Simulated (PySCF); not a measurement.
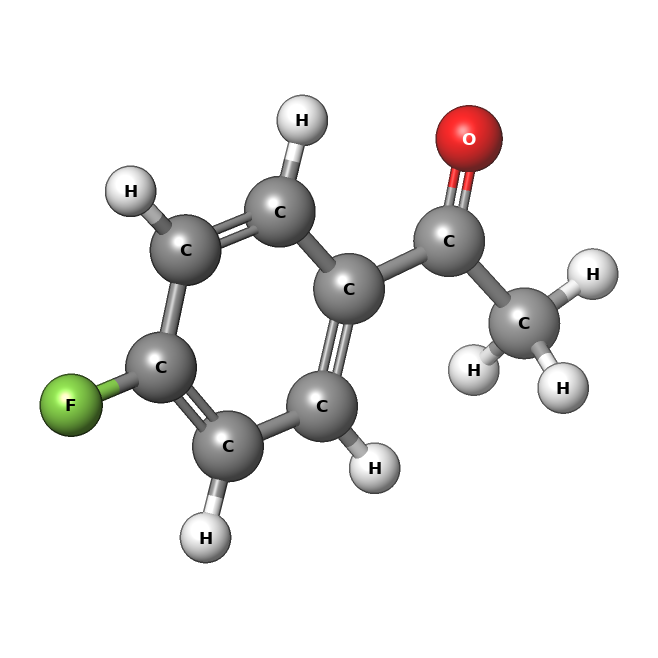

Ball-and-stick drawing of a structure.

Computed geometry: PBE0-D3(BJ)/def2-SVP optimisation. No frequency run is at hand to confirm it as a minimum.

Question: Count the atoms of each element.

Answer: C₈H₇FO, 17 atoms: 8 carbon, 7 hydrogen, 1 fluorine and 1 oxygen.

Question: What is its SMILES?

Answer: CC(=O)c1ccc(F)cc1

Question: Describe its rings.

Answer: Independent rings (smallest set): 1 of 6 members, 1 of them aromatic.

The parts below concern this one geometry. Atoms keep their numbers from picture to picture.

### Symmetry

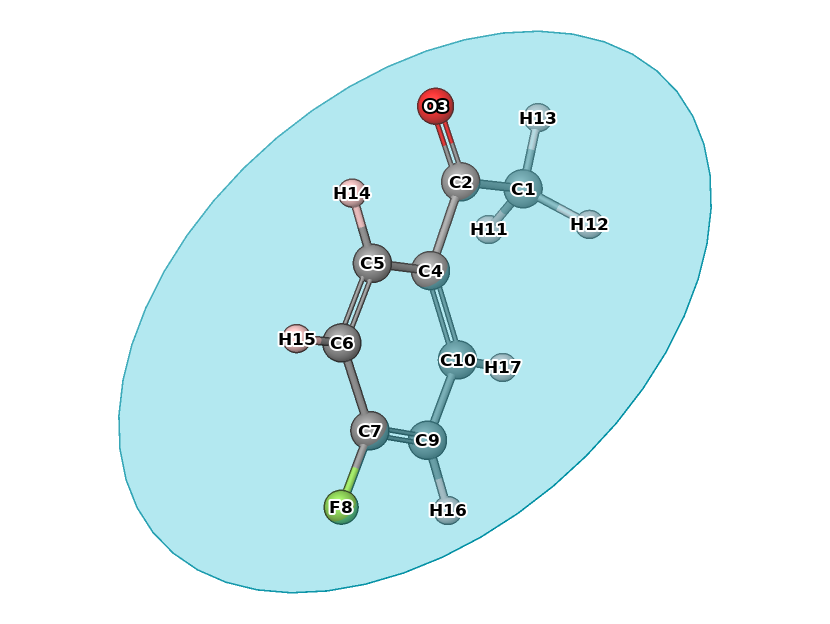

A disc through the centre of mass is drawn in. Depth is shown by fading: the farther an atom, the more it takes the colour of the background. No frequency run is at hand to confirm it as a minimum.

Question: Is the plane of the disc a mirror plane of the structure?

Answer: No. The point group is Cs, with 1 mirror plane, and this plane isn't one of its mirror planes.

### Excitation

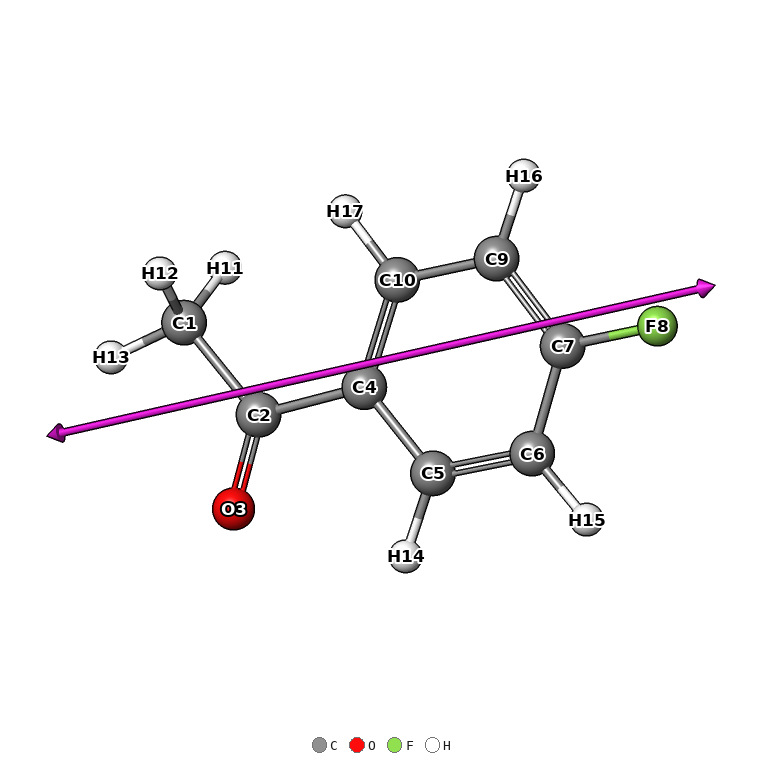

The double arrow shows the direction of the transition dipole to excited singlet state 6 (its length means nothing). No frequency run is at hand to confirm it as a minimum. Method: TDDFT PBE0/def2-SVPD, vertical, gas phase, core orbitals frozen in the response (PySCF 2.14.0).

Question: How is the transition polarised?

Answer: Nearly parallel to the C9–C10 bond.

Question: Where does the transition lie, and how strong is it?

Answer: 6.72 eV (185 nm), oscillator strength 0.42, mainly HOMO−2 → LUMO+1 (weight 0.82); transition dipole 4.05 D.

### Ring current

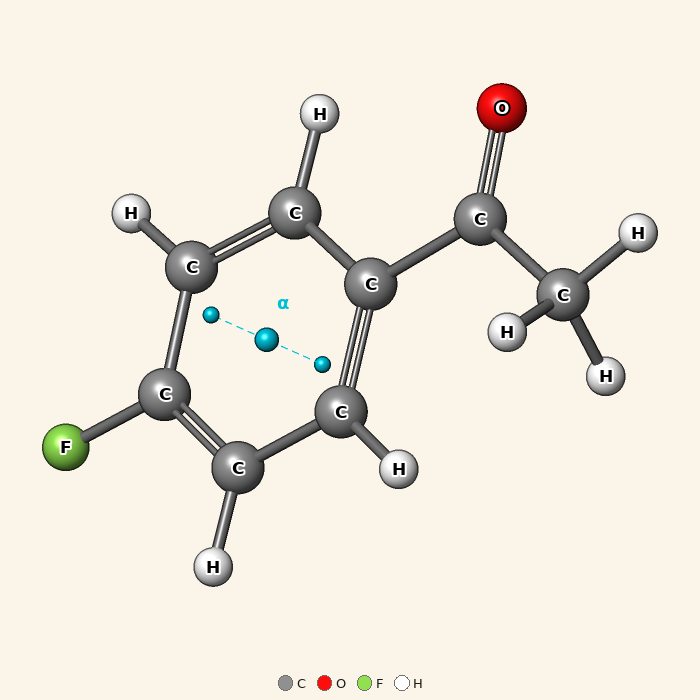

The small points mark where nucleus-independent chemical shifts (NICS) were computed: at the centre of each lettered ring and 1 Å above and below it. No frequency run is at hand to confirm it as a minimum. Properties computed with GIAO PBE0/pcSseg-1 NMR shielding, non-relativistic, gas phase (PySCF 2.14.0).

Give NICS(0), NICS(1) and the out-of-plane component NICS(1)zz for each ring (means of the two sides).

| ring | members | NICS(0) | NICS(1) | NICS(1)zz |
| --- | --- | --- | --- | --- |
| α | C6 | −9.7 | −11.2 | −26.4 |

Values in ppm.

Question: What do the values say about the ring currents?

Answer: Ring α: diatropic, as in an aromatic ring. NICS is one index among several.

### Charges

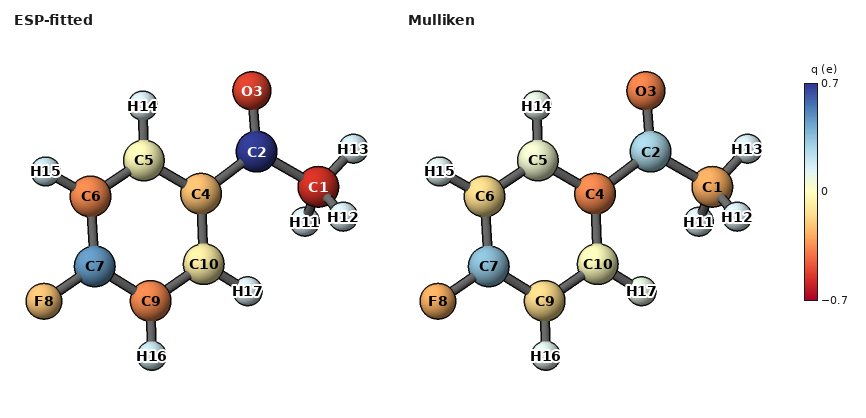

Atomic charges of one calculation by 2 schemes, on one colour scale. No frequency run is at hand to confirm it as a minimum. Method: PBE0/pcSseg-1 (PySCF 2.14.0).

Question: Which scheme gives the most polar picture (largest mean size of the charges)?

Answer: The ESP-fitted charges are the largest in size here.

Question: On which atom do the schemes disagree most?

Answer: On C2 (from 0.27 to 0.68 e).

List the charges (e), one line for each set of equivalent atoms.

| atom | ESP-fitted | Mulliken |
| --- | --- | --- |
| C1 | −0.55 | −0.27 |
| C2 | 0.68 | 0.27 |
| O3 | −0.51 | −0.36 |
| C4 | −0.22 | −0.35 |
| C5 | −0.01 | 0.05 |
| C6 | −0.35 | −0.14 |
| C7 | 0.46 | 0.35 |
| F8 | −0.20 | −0.27 |
| C9 | −0.35 | −0.14 |
| C10 | −0.07 | −0.01 |
| H11, H12 | 0.15 | 0.15 |
| H13 | 0.16 | 0.15 |
| H14 | 0.15 | 0.10 |
| H15 | 0.19 | 0.12 |
| H16 | 0.20 | 0.12 |
| H17 | 0.15 | 0.09 |

Mulliken values depend strongly on the basis set and can even reverse the polarity of a bond.
